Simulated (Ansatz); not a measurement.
Molecular dynamics of GaH₄ClO₂ (part 1 of 3)

GaH₄ClO₂, computed with RKS PBE0-D4/def2-SVP (Ansatz 0.2.0).

It belongs to a series of runs on one base structure; here: dynamics from the highest image of the converged band.

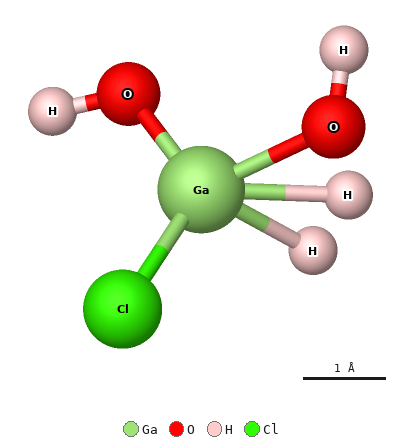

*The structure as given in the input (ball-and-stick view, seen at a tilt). Sticks mark near contacts.*

**Key numbers**

| quantity | value |
| --- | --- |
| outcome | finished |
| mean temperature over the second half | 697 K |
| trajectory | 200 steps, 100 fs |
| ensemble | nve |
| temperature in the input | 100.0 K |
| time step | 0.5 fs |
| potential energy (last step) | −69032.5879 eV |
| mean-field energy (last step) | −69032.4810 eV |
| largest force (length of the vector) (last step) | 2.234 eV/Å |
| hardware | 2 threads of Intel Xeon (Granite Rapids), 32 GiB of memory available, shared host |
| wall time | 5.1 min (CPU time 9.8 min) |
| peak memory | 0.24 GiB |

**Remarks**

So short a trajectory is not equilibrated.

**Input file**
```yaml
crystal:
  periodic: [false, false, false]
  atoms:
    - { symbol: Ga, position_ang: [-0.000885, 0.129965, 0.100527] }
    - { symbol: O, position_ang: [0.164991, 0.037078, 2.001905] }
    - { symbol: H, position_ang: [-0.617747, -0.264719, 2.484326] }
    - { symbol: Cl, position_ang: [1.697466, -0.436155, -1.072714] }
    - { symbol: O, position_ang: [-1.675373, -0.196727, -0.397084] }
    - { symbol: H, position_ang: [-1.770779, -0.442932, -1.322972] }
    - { symbol: H, position_ang: [0.181782, 1.837253, 0.714343] }
    - { symbol: H, position_ang: [0.148246, 1.275134, 1.535067] }
basis:
  gaussian: { orbitals: def2-SVP }
hamiltonian:
  xc: pbe0
  dispersion: d4
md:
  timestep: 0.5
  n_steps: 200
  ensemble: nve
  temperature: 100.0
  initial_velocities: maxwell_boltzmann
  seed: 3814
```

Run as:
```bash
ansatz run input.yaml --threads 2 --pin off --max-ram 3072MiB --backend cpu --events-out ev --progress --plain --runs-dir out
```

**What the program printed**
```
Engine: ansatz 0.2.0, x86_64-unknown-linux-gnu
Functional definition: PBE0
  parameter a = 0.25
  parameter kappa = 0.804
  parameter beta = 0.06672455060314922
  exchange = (1 - a)*pbe_x(kappa = kappa, mu = beta*pi^2/3) + a*exact_x
  correlation = pbe_c(beta = beta)
1001 factors; integrals over basis functions are off by at most 4.4e-4 eV
mean field evaluation 1: about -69024.0300 eV, gradient 6.9e1 eV
mean field evaluation 2: about -69000.4227 eV, gradient 1.3e2 eV
mean field evaluation 4: about -69032.0456 eV, gradient 6.7e0 eV
mean field evaluation 8: about -69032.1283 eV, gradient 4.4e-1 eV
mean field evaluation 16: about -69032.1287 eV, gradient 9.1e-6 eV
mean field -69032.12870766 eV, -2536.8839383489 hartree, gradient 9.2e-6 eV, S^2 0.000000; 0 other end points of the search recorded, 0 dependent functions left out
the calculation of the forces begins
reference -69032.12873589 eV, -2536.8839393866 hartree; 34, 34 occupied and 64, 64 virtual orbitals, 1001 factors
md step     0: t =     0.00 fs  T =   100.0 K  F+E_penalty+E_count = -69032.26530993 eV  E_kin = 0.077556 eV  conserved = -69032.18775393 eV  (27 SCF iters)
these checks for a lower state are left out or cut short: starts, cluster_reference, orbital_swaps, neighbouring_geometries, increment
1001 factors; integrals over basis functions are off by at most 4.3e-4 eV
mean field -69032.12682212 eV, -2536.8838690568 hartree, gradient 6.6e-5 eV, S^2 0.000000; 0 other end points of the search recorded, 0 dependent functions left out
the calculation of the forces begins
reference -69032.12685036 eV, -2536.8838700946 hartree; 34, 34 occupied and 64, 64 virtual orbitals, 1001 factors
md step     1: t =     0.50 fs  T =    97.6 K  F+E_penalty+E_count = -69032.26340467 eV  E_kin = 0.075706 eV  conserved = -69032.18769866 eV  (25 SCF iters)
[... from here on the SCF iterations and repeated set-up lines of each step are left out, up to the last step ...]
md step     2: t =     1.00 fs  T =    91.6 K  F+E_penalty+E_count = -69032.25857093 eV  E_kin = 0.071024 eV  conserved = -69032.18754730 eV  (26 SCF iters)
md step     3: t =     1.50 fs  T =    84.8 K  F+E_penalty+E_count = -69032.25316292 eV  E_kin = 0.065787 eV  conserved = -69032.18737553 eV  (26 SCF iters)
md step     4: t =     2.00 fs  T =    80.7 K  F+E_penalty+E_count = -69032.24983600 eV  E_kin = 0.062562 eV  conserved = -69032.18727394 eV  (25 SCF iters)
md step     5: t =     2.50 fs  T =    81.1 K  F+E_penalty+E_count = -69032.25015834 eV  E_kin = 0.062864 eV  conserved = -69032.18729451 eV  (24 SCF iters)
md step     6: t =     3.00 fs  T =    85.6 K  F+E_penalty+E_count = -69032.25381593 eV  E_kin = 0.066397 eV  conserved = -69032.18741905 eV  (26 SCF iters)
md step     7: t =     3.50 fs  T =    92.0 K  F+E_penalty+E_count = -69032.25889493 eV  E_kin = 0.071324 eV  conserved = -69032.18757103 eV  (26 SCF iters)
md step     8: t =     4.00 fs  T =    97.2 K  F+E_penalty+E_count = -69032.26304576 eV  E_kin = 0.075381 eV  conserved = -69032.18766504 eV  (26 SCF iters)
md step     9: t =     4.50 fs  T =    99.5 K  F+E_penalty+E_count = -69032.26480261 eV  E_kin = 0.077150 eV  conserved = -69032.18765269 eV  (25 SCF iters)
md step    10: t =     5.00 fs  T =    99.0 K  F+E_penalty+E_count = -69032.26434837 eV  E_kin = 0.076806 eV  conserved = -69032.18754209 eV  (25 SCF iters)
md step    11: t =     5.50 fs  T =    98.0 K  F+E_penalty+E_count = -69032.26340336 eV  E_kin = 0.076014 eV  conserved = -69032.18738980 eV  (26 SCF iters)
md step    12: t =     6.00 fs  T =    99.4 K  F+E_penalty+E_count = -69032.26435327 eV  E_kin = 0.077080 eV  conserved = -69032.18727377 eV  (25 SCF iters)
md step    13: t =     6.50 fs  T =   105.5 K  F+E_penalty+E_count = -69032.26904182 eV  E_kin = 0.081785 eV  conserved = -69032.18725708 eV  (26 SCF iters)
md step    14: t =     7.00 fs  T =   116.6 K  F+E_penalty+E_count = -69032.27779904 eV  E_kin = 0.090443 eV  conserved = -69032.18735611 eV  (26 SCF iters)
md step    15: t =     7.50 fs  T =   131.1 K  F+E_penalty+E_count = -69032.28919595 eV  E_kin = 0.101666 eV  conserved = -69032.18752969 eV  (25 SCF iters)
md step    16: t =     8.00 fs  T =   145.7 K  F+E_penalty+E_count = -69032.30068719 eV  E_kin = 0.112991 eV  conserved = -69032.18769635 eV  (26 SCF iters)
md step    17: t =     8.50 fs  T =   157.4 K  F+E_penalty+E_count = -69032.30987225 eV  E_kin = 0.122101 eV  conserved = -69032.18777098 eV  (26 SCF iters)
md step    18: t =     9.00 fs  T =   165.2 K  F+E_penalty+E_count = -69032.31580404 eV  E_kin = 0.128099 eV  conserved = -69032.18770464 eV  (26 SCF iters)
md step    19: t =     9.50 fs  T =   170.5 K  F+E_penalty+E_count = -69032.31971653 eV  E_kin = 0.132202 eV  conserved = -69032.18751412 eV  (26 SCF iters)
md step    20: t =    10.00 fs  T =   177.2 K  F+E_penalty+E_count = -69032.32471681 eV  E_kin = 0.137430 eV  conserved = -69032.18728657 eV  (26 SCF iters)
md step    21: t =    10.50 fs  T =   189.9 K  F+E_penalty+E_count = -69032.33440471 eV  E_kin = 0.147260 eV  conserved = -69032.18714494 eV  (26 SCF iters)
md step    22: t =    11.00 fs  T =   211.2 K  F+E_penalty+E_count = -69032.35099522 eV  E_kin = 0.163819 eV  conserved = -69032.18717628 eV  (26 SCF iters)
md step    23: t =    11.50 fs  T =   240.6 K  F+E_penalty+E_count = -69032.37400389 eV  E_kin = 0.186629 eV  conserved = -69032.18737516 eV  (26 SCF iters)
md step    24: t =    12.00 fs  T =   274.3 K  F+E_penalty+E_count = -69032.40035374 eV  E_kin = 0.212712 eV  conserved = -69032.18764175 eV  (26 SCF iters)
md step    25: t =    12.50 fs  T =   307.0 K  F+E_penalty+E_count = -69032.42590284 eV  E_kin = 0.238059 eV  conserved = -69032.18784353 eV  (26 SCF iters, 3 dispersion substeps)
md step    26: t =    13.00 fs  T =   334.7 K  F+E_penalty+E_count = -69032.44748364 eV  E_kin = 0.259595 eV  conserved = -69032.18788890 eV  (26 SCF iters, 3 dispersion substeps)
md step    27: t =    13.50 fs  T =   356.6 K  F+E_penalty+E_count = -69032.46433537 eV  E_kin = 0.276567 eV  conserved = -69032.18776793 eV  (26 SCF iters, 3 dispersion substeps)
md step    28: t =    14.00 fs  T =   374.9 K  F+E_penalty+E_count = -69032.47828700 eV  E_kin = 0.290740 eV  conserved = -69032.18754679 eV  (26 SCF iters, 3 dispersion substeps)
md step    29: t =    14.50 fs  T =   393.8 K  F+E_penalty+E_count = -69032.49274074 eV  E_kin = 0.305409 eV  conserved = -69032.18733223 eV  (26 SCF iters, 3 dispersion substeps)
md step    30: t =    15.00 fs  T =   417.5 K  F+E_penalty+E_count = -69032.51100866 eV  E_kin = 0.323785 eV  conserved = -69032.18722336 eV  (26 SCF iters, 3 dispersion substeps)
md step    31: t =    15.50 fs  T =   448.1 K  F+E_penalty+E_count = -69032.53476559 eV  E_kin = 0.347495 eV  conserved = -69032.18727094 eV  (26 SCF iters, 3 dispersion substeps)
md step    32: t =    16.00 fs  T =   484.6 K  F+E_penalty+E_count = -69032.56326974 eV  E_kin = 0.375810 eV  conserved = -69032.18745929 eV  (26 SCF iters, 3 dispersion substeps)
md step    33: t =    16.50 fs  T =   523.4 K  F+E_penalty+E_count = -69032.59362714 eV  E_kin = 0.405912 eV  conserved = -69032.18771535 eV  (26 SCF iters, 3 dispersion substeps)
md step    34: t =    17.00 fs  T =   559.6 K  F+E_penalty+E_count = -69032.62195151 eV  E_kin = 0.434017 eV  conserved = -69032.18793420 eV  (26 SCF iters, 3 dispersion substeps)
md step    35: t =    17.50 fs  T =   589.3 K  F+E_penalty+E_count = -69032.64501381 eV  E_kin = 0.457001 eV  conserved = -69032.18801303 eV  (26 SCF iters, 3 dispersion substeps)
md step    36: t =    18.00 fs  T =   611.1 K  F+E_penalty+E_count = -69032.66183112 eV  E_kin = 0.473938 eV  conserved = -69032.18789334 eV  (26 SCF iters, 3 dispersion substeps)
md step    37: t =    18.50 fs  T =   627.8 K  F+E_penalty+E_count = -69032.67449036 eV  E_kin = 0.486877 eV  conserved = -69032.18761358 eV  (26 SCF iters, 3 dispersion substeps)
md step    38: t =    19.00 fs  T =   644.9 K  F+E_penalty+E_count = -69032.68746041 eV  E_kin = 0.500137 eV  conserved = -69032.18732391 eV  (26 SCF iters, 3 dispersion substeps)
md step    39: t =    19.50 fs  T =   667.9 K  F+E_penalty+E_count = -69032.70523203 eV  E_kin = 0.518014 eV  conserved = -69032.18721850 eV  (26 SCF iters, 3 dispersion substeps)
md step    40: t =    20.00 fs  T =   698.8 K  F+E_penalty+E_count = -69032.72938967 eV  E_kin = 0.541995 eV  conserved = -69032.18739502 eV  (26 SCF iters, 3 dispersion substeps)
md step    41: t =    20.50 fs  T =   734.2 K  F+E_penalty+E_count = -69032.75721073 eV  E_kin = 0.569454 eV  conserved = -69032.18775692 eV  (28 SCF iters, 3 dispersion substeps)
md step    42: t =    21.00 fs  T =   767.3 K  F+E_penalty+E_count = -69032.78314073 eV  E_kin = 0.595061 eV  conserved = -69032.18807993 eV  (26 SCF iters, 3 dispersion substeps)
md step    43: t =    21.50 fs  T =   791.7 K  F+E_penalty+E_count = -69032.80218097 eV  E_kin = 0.614003 eV  conserved = -69032.18817767 eV  (26 SCF iters, 3 dispersion substeps)
md step    44: t =    22.00 fs  T =   805.5 K  F+E_penalty+E_count = -69032.81274143 eV  E_kin = 0.624724 eV  conserved = -69032.18801725 eV  (26 SCF iters, 3 dispersion substeps)
md step    45: t =    22.50 fs  T =   811.7 K  F+E_penalty+E_count = -69032.81721275 eV  E_kin = 0.629505 eV  conserved = -69032.18770777 eV  (26 SCF iters, 3 dispersion substeps)
md step    46: t =    23.00 fs  T =   816.1 K  F+E_penalty+E_count = -69032.82032328 eV  E_kin = 0.632906 eV  conserved = -69032.18741723 eV  (26 SCF iters, 3 dispersion substeps)
md step    47: t =    23.50 fs  T =   824.2 K  F+E_penalty+E_count = -69032.82653237 eV  E_kin = 0.639245 eV  conserved = -69032.18728728 eV  (26 SCF iters, 3 dispersion substeps)
md step    48: t =    24.00 fs  T =   838.7 K  F+E_penalty+E_count = -69032.83783623 eV  E_kin = 0.650458 eV  conserved = -69032.18737801 eV  (26 SCF iters, 3 dispersion substeps)
md step    49: t =    24.50 fs  T =   857.7 K  F+E_penalty+E_count = -69032.85283995 eV  E_kin = 0.665187 eV  conserved = -69032.18765252 eV  (26 SCF iters, 3 dispersion substeps)
md step    50: t =    25.00 fs  T =   875.9 K  F+E_penalty+E_count = -69032.86732727 eV  E_kin = 0.679338 eV  conserved = -69032.18798969 eV  (26 SCF iters, 3 dispersion substeps)
md step    51: t =    25.50 fs  T =   887.0 K  F+E_penalty+E_count = -69032.87614915 eV  E_kin = 0.687927 eV  conserved = -69032.18822171 eV  (26 SCF iters, 3 dispersion substeps)
md step    52: t =    26.00 fs  T =   886.6 K  F+E_penalty+E_count = -69032.87584252 eV  E_kin = 0.687638 eV  conserved = -69032.18820425 eV  (26 SCF iters, 3 dispersion substeps)
md step    53: t =    26.50 fs  T =   875.4 K  F+E_penalty+E_count = -69032.86682664 eV  E_kin = 0.678915 eV  conserved = -69032.18791214 eV  (26 SCF iters, 3 dispersion substeps)
md step    54: t =    27.00 fs  T =   859.0 K  F+E_penalty+E_count = -69032.85368668 eV  E_kin = 0.666183 eV  conserved = -69032.18750361 eV  (26 SCF iters, 3 dispersion substeps)
md step    55: t =    27.50 fs  T =   845.1 K  F+E_penalty+E_count = -69032.84269454 eV  E_kin = 0.655446 eV  conserved = -69032.18724901 eV  (26 SCF iters, 3 dispersion substeps)
md step    56: t =    28.00 fs  T =   838.6 K  F+E_penalty+E_count = -69032.83773178 eV  E_kin = 0.650405 eV  conserved = -69032.18732715 eV  (26 SCF iters, 3 dispersion substeps)
md step    57: t =    28.50 fs  T =   838.1 K  F+E_penalty+E_count = -69032.83763869 eV  E_kin = 0.649970 eV  conserved = -69032.18766919 eV  (26 SCF iters, 3 dispersion substeps)
md step    58: t =    29.00 fs  T =   837.1 K  F+E_penalty+E_count = -69032.83722557 eV  E_kin = 0.649199 eV  conserved = -69032.18802672 eV  (26 SCF iters, 3 dispersion substeps)
md step    59: t =    29.50 fs  T =   828.8 K  F+E_penalty+E_count = -69032.83098804 eV  E_kin = 0.642812 eV  conserved = -69032.18817610 eV  (26 SCF iters, 3 dispersion substeps)
md step    60: t =    30.00 fs  T =   810.4 K  F+E_penalty+E_count = -69032.81653379 eV  E_kin = 0.628479 eV  conserved = -69032.18805485 eV  (26 SCF iters, 3 dispersion substeps)
md step    61: t =    30.50 fs  T =   783.8 K  F+E_penalty+E_count = -69032.79563959 eV  E_kin = 0.607889 eV  conserved = -69032.18775017 eV  (26 SCF iters, 3 dispersion substeps)
md step    62: t =    31.00 fs  T =   755.0 K  F+E_penalty+E_count = -69032.77296387 eV  E_kin = 0.585544 eV  conserved = -69032.18742000 eV  (26 SCF iters, 3 dispersion substeps)
md step    63: t =    31.50 fs  T =   730.3 K  F+E_penalty+E_count = -69032.75360400 eV  E_kin = 0.566389 eV  conserved = -69032.18721495 eV  (27 SCF iters, 3 dispersion substeps)
md step    64: t =    32.00 fs  T =   713.7 K  F+E_penalty+E_count = -69032.74074563 eV  E_kin = 0.553522 eV  conserved = -69032.18722346 eV  (26 SCF iters, 3 dispersion substeps)
md step    65: t =    32.50 fs  T =   705.1 K  F+E_penalty+E_count = -69032.73428243 eV  E_kin = 0.546846 eV  conserved = -69032.18743614 eV  (26 SCF iters, 3 dispersion substeps)
md step    66: t =    33.00 fs  T =   700.4 K  F+E_penalty+E_count = -69032.73096695 eV  E_kin = 0.543230 eV  conserved = -69032.18773727 eV  (26 SCF iters, 3 dispersion substeps)
md step    67: t =    33.50 fs  T =   694.0 K  F+E_penalty+E_count = -69032.72622057 eV  E_kin = 0.538274 eV  conserved = -69032.18794687 eV  (26 SCF iters, 3 dispersion substeps)
md step    68: t =    34.00 fs  T =   682.1 K  F+E_penalty+E_count = -69032.71691744 eV  E_kin = 0.529000 eV  conserved = -69032.18791773 eV  (26 SCF iters, 3 dispersion substeps)
md step    69: t =    34.50 fs  T =   665.3 K  F+E_penalty+E_count = -69032.70359604 eV  E_kin = 0.515947 eV  conserved = -69032.18764888 eV  (26 SCF iters, 3 dispersion substeps)
md step    70: t =    35.00 fs  T =   648.7 K  F+E_penalty+E_count = -69032.69041523 eV  E_kin = 0.503102 eV  conserved = -69032.18731345 eV  (26 SCF iters, 3 dispersion substeps)
md step    71: t =    35.50 fs  T =   638.7 K  F+E_penalty+E_count = -69032.68251002 eV  E_kin = 0.495373 eV  conserved = -69032.18713705 eV  (26 SCF iters, 3 dispersion substeps)
md step    72: t =    36.00 fs  T =   638.8 K  F+E_penalty+E_count = -69032.68261464 eV  E_kin = 0.495402 eV  conserved = -69032.18721221 eV  (26 SCF iters, 3 dispersion substeps)
md step    73: t =    36.50 fs  T =   647.5 K  F+E_penalty+E_count = -69032.68963905 eV  E_kin = 0.502192 eV  conserved = -69032.18744657 eV  (25 SCF iters, 3 dispersion substeps)
md step    74: t =    37.00 fs  T =   660.6 K  F+E_penalty+E_count = -69032.69998819 eV  E_kin = 0.512311 eV  conserved = -69032.18767689 eV  (31 SCF iters, 3 dispersion substeps)
md step    75: t =    37.50 fs  T =   673.4 K  F+E_penalty+E_count = -69032.71004757 eV  E_kin = 0.522259 eV  conserved = -69032.18778899 eV  (31 SCF iters, 3 dispersion substeps)
md step    76: t =    38.00 fs  T =   683.7 K  F+E_penalty+E_count = -69032.71799243 eV  E_kin = 0.530236 eV  conserved = -69032.18775651 eV  (31 SCF iters, 3 dispersion substeps)
md step    77: t =    38.50 fs  T =   691.9 K  F+E_penalty+E_count = -69032.72425222 eV  E_kin = 0.536631 eV  conserved = -69032.18762098 eV  (31 SCF iters, 3 dispersion substeps)
md step    78: t =    39.00 fs  T =   700.7 K  F+E_penalty+E_count = -69032.73088641 eV  E_kin = 0.543425 eV  conserved = -69032.18746102 eV  (31 SCF iters, 3 dispersion substeps)
md step    79: t =    39.50 fs  T =   713.0 K  F+E_penalty+E_count = -69032.74035193 eV  E_kin = 0.552986 eV  conserved = -69032.18736577 eV  (31 SCF iters, 3 dispersion substeps)
md step    80: t =    40.00 fs  T =   730.7 K  F+E_penalty+E_count = -69032.75411435 eV  E_kin = 0.566715 eV  conserved = -69032.18739955 eV  (31 SCF iters, 3 dispersion substeps)
md step    81: t =    40.50 fs  T =   753.1 K  F+E_penalty+E_count = -69032.77165958 eV  E_kin = 0.584100 eV  conserved = -69032.18755944 eV  (31 SCF iters, 3 dispersion substeps)
md step    82: t =    41.00 fs  T =   777.2 K  F+E_penalty+E_count = -69032.79055770 eV  E_kin = 0.602800 eV  conserved = -69032.18775770 eV  (31 SCF iters, 3 dispersion substeps)
md step    83: t =    41.50 fs  T =   799.4 K  F+E_penalty+E_count = -69032.80781900 eV  E_kin = 0.619952 eV  conserved = -69032.18786704 eV  (28 SCF iters, 3 dispersion substeps)
md step    84: t =    42.00 fs  T =   817.4 K  F+E_penalty+E_count = -69032.82179677 eV  E_kin = 0.633973 eV  conserved = -69032.18782376 eV  (31 SCF iters, 3 dispersion substeps)
md step    85: t =    42.50 fs  T =   832.2 K  F+E_penalty+E_count = -69032.83309946 eV  E_kin = 0.645402 eV  conserved = -69032.18769782 eV  (31 SCF iters, 3 dispersion substeps)
md step    86: t =    43.00 fs  T =   845.7 K  F+E_penalty+E_count = -69032.84353508 eV  E_kin = 0.655904 eV  conserved = -69032.18763157 eV  (31 SCF iters, 3 dispersion substeps)
```
